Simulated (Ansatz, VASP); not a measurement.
# Cross-check of FeSi2 (Linzhiite) between VASP and Ansatz

Aim: how closely do two programs agree when they are given the same cell, functional and k mesh? The cell comes out of the VASP series on this material, whose earlier steps may have relaxed, scaled or displaced it; both programs get it as it stands.

Program: Ansatz 0.2.0. Level of theory: plane waves, with VASP 6.6.1 beside it; zone-centre phonons at PBEsol, DFT+U. Results are calculated unless marked as measured.

## 1. The starting structure

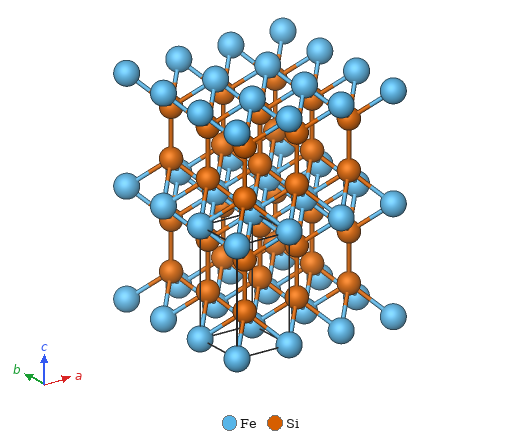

The cell as given, from a free direction (iron blue, silicon orange). 3×3×2 cells are drawn. Some periodic images of atoms are drawn too.

## 2. Ansatz: zone-centre phonons, PBEsol, DFT+U

Ansatz runs on its default PAW (the set named soft_2) files.

Second derivatives magnify differences that forces hide, and they need a tight electronic threshold.

input.yaml

```yaml
crystal:
  lattice:
    - [2.6583888386, 0.0, 0.0]
    - [0.0, 2.6583888386, 0.0]
    - [0.0, 0.0, 5.0936882666]
  atoms:
    - { symbol: Fe, position: [0.0, 0.0, 0.0], spin: 0.222 }
    - { symbol: Si, position: [0.5, 0.5, 0.2706658671], spin: -0.008 }
    - { symbol: Si, position: [0.5, 0.5, 0.7293341329], spin: -0.008 }
hamiltonian:
  xc: pbesol
  pseudopotentials: { kind: paw }
  hubbard: { sites: [{ species: Fe, l: d, u_eff: 3.0 }] }
magnetization:
  spin_polarized: true
kpoints:
  mp_grid: { grid: [14, 14, 8] }
scf:
  occupations: { method: methfessel_paxton, width: 0.2 }
phonons:
  method: dfpt
  qpoints: [[0, 0, 0]]
```

Launch:

```sh
> ansatz run input.yaml --threads 4 --pin off --max-ram 9216MiB --backend cpu --events-out ev --progress --plain --runs-dir out
```

Numbers of over 12 decimals in the logs are rounded to 6 here.

The log of the run:

```text
Fe: projections on atomic orbitals take those of the free atom [Ne] 3s2 3p6 3d6 4s2, of charge +0.00 (hamiltonian.pseudopotentials.projection_atoms); the dataset's partial waves leave at most 1.1e-6 of an orbital's norm unspanned inside its sphere
Si: projections on atomic orbitals take those of the free atom [Ne] 3s2 3p2, of charge +0.00 (hamiltonian.pseudopotentials.projection_atoms); the dataset's partial waves leave at most 6.1e-8 of an orbital's norm unspanned inside its sphere
Engine: ansatz 0.2.0, aarch64-unknown-linux-gnu
Pseudopotentials: kind: paw
Pseudopotential: Fe, paw, valence charge 16, recommended cutoff 420 eV (normal), Fe.paw.azcp
Pseudopotential: Si, paw, valence charge 4, recommended cutoff 420 eV (normal), Si.paw.azcp
Functional definition: PBEsol
  exchange = pbesol_x
  correlation = pbesol_c
Crystal: 3 atoms, lattice volume = 35.997 Å³
Basis set: ecut = 420 eV, 701 PW (Γ), exchange–correlation on 36×36×72 points (8 copies of the dense FFT grid, shifted against one another)
Bands: 17, of which v1, the nominal top of the filled ones, is band 12 counted from 1 (11 counted from 0)
Symmetry: 16 space group operations
Space group: P4/mmm (ITA 123), of the structure as read, at distance tolerance 3.3e-5 Å
Magnetic group: BNS 123.339 (UNI 999), of the structure as read, at distance tolerance 3.3e-5 Å
k-points: 180 of 1568
Non-local potential: Fe, projectors of the file, l = 0: 3, l = 1: 2, l = 2: 3, l = 3: 1
Non-local potential: Si, projectors of the file, l = 0: 2, l = 1: 2, l = 2: 2
PAW form: soft (Blöchl's): semilocal exchange-correlation on the pseudo side does not see the compensation charge
PAW frozen core: Fe, regenerated for the run's functional, and the local potential with it (the file was generated under x = pbe(κ = 0.804, μ = 0.219515), c = pbe(β = 0.066725))
PAW frozen core: Si, regenerated for the run's functional, and the local potential with it (the file was generated under x = pbe(κ = 0.804, μ = 0.219515), c = pbe(β = 0.066725))
PAW one-centre angular grid: Fe, 590 points (default); XC on 64 Gauss nodes
PAW one-centre angular grid: Si, 110 points (default); XC on 64 Gauss nodes
Initial density: superposition of atomic densities (chi_scale 0.1, normalization cell)
Starting moments: Σ|m| = 0.238 μB on 3 of 3 sites
Initial wavefunctions: pseudopotential atomic-orbital guess
Functional: x = pbesol(κ = 0.804, μ = 0.123457), c = pbesol(β = 0.046)
SCF 1 converged in 19 iterations: F = -5690.505227 eV  dr2 = 8.23e-11
  greatest PAW one-centre occupation: 1.001 electrons in one spin orbital (limit 2), on the Fe atom at site 0 (counted from 0), in its partial waves of l = 1
k-points: 464 of 1568 (irreducible under 2 space group operations, time reversal used)
Initial density: read from a saved state, or passed on in memory by an earlier SCF of this step, an earlier step, the calling program or the single point that the run made first
Stability of the state it starts from, as read at its close in the collinear treatment: not read, because cold or Methfessel-Paxton smearing, or corrected tetrahedra, fill the levels in a way that the test cannot read (fill_not_monotonic); its run was given moments
Starting moments: Σ|m| = 0.238 μB on 3 of 3 sites; this step starts from the density that it was given
iter 1 solved again at ethr=6.34e-7 eV; its pass at ethr=3.10e-3 eV (dr2=1.52e-4 eV) is discarded
SCF iter   1: F=—  HF=-5690.505227 eV  |F-HF|=—  |Δ(HF+E_count)|=         —  Δρ=4.76e-7 (↑3.62e-7 ↓4.76e-7)  dr2=2.97e-10  dr2_m=5.90e-12  M=0.140 μB ∫|m|=0.235 μB  β_m=0.30  ethr=6.34e-7  ⟨swp⟩=2.9  Hψ=120230  notcnv=0
eigensolver tolerance schedule: the retry pair's looser diagonalisation over-reported the residual by 512677.96 of it (diagonalisation noise at an unbounded share of the residual, at the tolerance the schedule requests for it); recorded, not acted on — ethr = c·dr2/N_el stays at c = 1.0e-1
preconditioner: auto → none  [metal: Δε(μ)=0.028 eV  Ē_g=8.590 eV  σ=0.200 eV  W_gap=0.12  n_scr=8 (ndim 8)  ℏωp=24.8 eV  f_vac=0.000  D(μ)=0.72/eV (n_scr^D=2)]
SCF iter   2: F=—  HF=-5690.505227 eV  |F-HF|=—  |Δ(HF+E_count)|=   1.90e-7  S|Δr|=    0.00e0  Δρ=8.79e-7 (↑8.79e-7 ↓5.73e-7)  dr2=8.04e-10  dr2_m=8.76e-12  M=0.140 μB ∫|m|=0.235 μB  β_m=0.30  ethr=1.24e-12  ⟨swp⟩=3.8  Hψ=40820  notcnv=0
SCF iter   3: F=—  HF=-5690.505227 eV  |F-HF|=—  |Δ(HF+E_count)|=  8.73e-11  S|Δr|=    0.00e0  Δρ=2.13e-7 (↑1.39e-7 ↓2.13e-7)  dr2=2.45e-11  dr2_m=4.25e-12  M=0.140 μB ∫|m|=0.235 μB  β_m=0.31  ethr=1.24e-12  ⟨swp⟩=2.1  Hψ=19957  notcnv=0
SCF iter   4: F=-5690.505227 eV  HF=-5690.505227 eV  |F-HF|=1.82e-12  |Δ(HF+E_count)|=    0.00e0  S|Δr|=    0.00e0  Δρ=1.26e-7 (↑1.26e-7 ↓1.04e-7)  dr2=3.81e-12  dr2_m=2.86e-12  M=0.140 μB ∫|m|=0.235 μB  ethr=1.00e-12  ⟨swp⟩=5.5  Hψ=63514  notcnv=0
SCF 2 converged in 4 iterations: F = -5690.505227 eV  dr2 = 3.81e-12
this state was not tested for a lower state beside it, because cold or Methfessel-Paxton smearing, or corrected tetrahedra, fill the levels in a way that the test cannot read (fill_not_monotonic; see scf.lower_state_search)
DFPT response loops at Γ: preconditioner auto → Kerker (q_TF=auto, 2.550 Å⁻¹) (partly filled bands, converged f_vac=0.000); β = 1.00, the filter's whole step (`scf.mixing.beta` (0.30) is not read by the response loops under this deck's `scf.mixing.preconditioner`; to damp them name `kerker` or `kerker_dos`, under which they read `scf.mixing.beta`, and type it under 1.00, their step now; both keys bind the ground state too); Broyden in place of MSR1
SCF converged after 4 iterations
Magnetization: 0.1398 μB (12.0699 up, 11.9301 down)
Absolute magnetization: 0.2348 μB (∫|ρ↑−ρ↓|, with the PAW one-centre terms)
Spin contamination: 0.0090 ħ² per cell (⟨S²⟩ above its minimum at these occupations)
Per-site moments (μB) at R_I (Å): [(0.174245, 0.961602), (-0.00957879, 0.961602), (-0.00957879, 0.961602)]
Free energy (F): -5690.505227 eV
Harris-Foulkes:  -5690.505227 eV  (|F-HF|=1.82e-12)
Internal energy: -5690.506347 eV  (E = F + TS)
E sigma→0 (E₀):  -5690.505507 eV
Entropy (-TS):   0.001120 eV (0.373 meV/atom)
Fermi energy:    14.632502 eV
Step filling:    the computed levels leave a gap of 0.0000 eV = 0.0 smearing widths at the electron count; against every level under it full and every level over it empty, smearing changes F+E_penalty+E_count by +0.587 meV and its σ→0 estimate by +0.307 meV
--- Per-component energies (eV) ---
  E_band       = -214.109595
  E_kinetic    = 451.184935
  E_local      = -3512.155400  (includes V_loc(G=0)·N_el)
  E_nonlocal   = 265.398198
  E_hartree    = 1571.302117
  E_xc         = -233.413535
  E_vxc        = -254.335574  (∫ρ·V_xc dr)
  E_hubbard    = 2.790153  (on-site DFT+U / exact-exchange correction)
  E_vhub       = -5.391911  (the Hubbard potential's part of the band-sum identity)
  E_paw        = -2331.997005  (= ΣΔE_a)
  E_vpaw       = -301.414953  (= ΣTr[D̂ρ^β])
  E_aug_tail   = 0.000871  (compensation charges beyond the density's cutoff)
  E_ewald      = -1903.859004
  E_core_change = 0.242323  (= ΣΔE_core)
  E_smearing   = 0.001120  (= −TS)
  E_closure    = -0.000000  (closes the sum)
  Σ components = -5690.505227   (vs F -5690.505227, Δ=0.00e0)
--- Band table (eV; the first three rows and the last of 928) ---
  k-point 0 ↑: bands = [... 8 lower, 12.6129, 12.7487, 12.7487, 13.4081, 19.4089, 19.4089, 21.1829, 21.8781, ... 1 higher]
  k-point 1 ↑: bands = [... 8 lower, 12.5940, 12.7427, 12.7427, 13.4082, 19.5102, 19.5102, 20.2069, 21.6699, ... 1 higher]
  k-point 2 ↑: bands = [... 8 lower, 12.5236, 12.7283, 12.7283, 13.4083, 18.7639, 19.8041, 19.8041, 21.3411, ... 1 higher]
  k-point 463 ↓: bands = [... 8 lower, 11.3509, 11.3509, 12.6686, 14.9269, 14.9269, 15.5694, 15.7820, 17.5810, ... 1 higher]
Occupation matrices written to <dir>
--- Phonons (Γ-DFPT): 4 representative perturbations + reference, on 464 of 1568 k-points (Σ response iterations 28) ---
  k mesh reduced under 2 symmetry operations, with k and −k counted as one. Each operation leaves every solved perturbation unchanged. A smaller set is not considered because the run has a Hubbard term
  ASR residual: 6.337e-5 → 0.000e0 eV/Å²; symmetrization residual: 4.123e-6 eV/Å²
  ASR residual per site (eV/Å²): 3.27e-5 6.34e-5 6.34e-5
  Γ frequencies (cm⁻¹): 0.00 0.00 0.00 232.60 232.60 297.00 297.00 371.52 564.56
  non-analytic LO–TO correction: not included (Born effective charges unavailable; polar crystals: no LO–TO splitting at Γ)
--- Phonons (arbitrary-q DFPT): 1 explicit q-point ---
  q = [0, 0, 0] (of the zone-centre solve; hermiticity 4.12e-7, symmetrization 7.55e-10): -0.00 0.00 0.00 232.60 232.60 297.00 297.00 371.52 564.56
  sum rule: each row above includes the acoustic sum rule's correction from the zone centre's row sums; it moved no ω² by more than (0.78 cm⁻¹)²
```

Wall time 2 min (4 threads of Arm Neoverse V1, shared host); peak memory 1.6 GiB.

[end of part 1 of 2]

[Lines on the potential files, build, host, timing and source positions are cut from VASP's logs without a mark.]

[Logs are printed without paths, hosts, clocks, repeated set-up lines and the standing remarks that a program may print on its own settings, such as how far it seeks lower states.]

[Hosts, paths, dates, database ids (printed as entryN), source tags and the programs' standing remarks are cut or masked in the printed files.]
